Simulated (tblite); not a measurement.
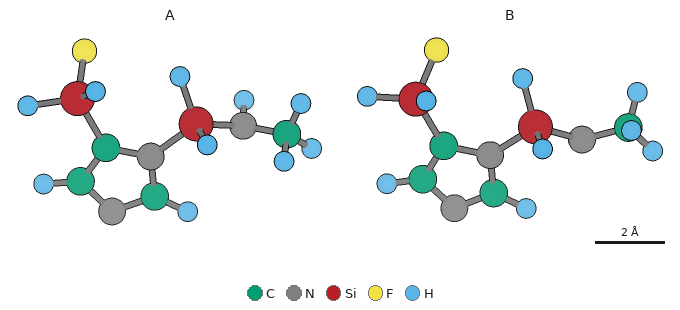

Two geometries of C4H10FN3Si2, drawn at one scale. One is the start of a relaxation, the other its converged end. A ball-and-stick model, seen at a tilt.

These are results of tblite 0.8.0, GFN2-xTB geometry optimisation, gas phase, not measurements. 

> Which one is relaxed?

Structure B is the relaxed one. After 97 geometry steps the energy has fallen by 68.4 kJ/mol. The largest move after the best rigid fit is that of an H atom, 1.16 Å. Largest moves by element: H 1.16 Å, F 0.71 Å, N 0.47 Å, C 0.20 Å, Si 0.15 Å. Among the contacts that change: C–N 1.368 → 1.301 Å, F–Si 1.678 → 1.617 Å, N–Si 1.766 → 1.712 Å, C–N 1.330 → 1.382 Å. Among the angles between lasting bonds that change: C–N–Si 113.5° → 122.5°, H–Si–H 106.7° → 114.8°, F–Si–H 110.7° → 103.5°. Groups turn about N–Si by about 45°.
